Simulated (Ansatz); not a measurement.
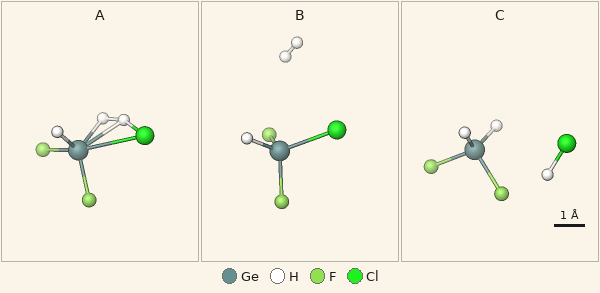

3 geometries from a converged minimum-energy path of GeH3ClF2, shuffled. A ball-and-stick model, seen at a tilt.

Method: RKS PBE/def2-SVP in Ansatz 0.2.0. Run with 7 movable images; climbing image; force threshold 0.05 eV/Å; iteration limit 60; starting path through a guess of the saddle point.

> Which frame is the top of the path?

A. In order along the path, whose images run from 0 to 8: C (image 0, 0.00 eV), A (image 4, +1.50 eV), B (image 7, −0.33 eV). Breaking: Cl–H (1.31 → 3.23 Å), Ge–H (1.54 → 3.43 Å). Forming: Cl–Ge (3.46 → 2.14 Å), H–H (3.20 → 0.77 Å).

The run took 90 s on 2 threads of Intel(R) Xeon(R) Platinum 8488C (Sapphire Rapids), on a shared host, peak memory 0.16 GiB.
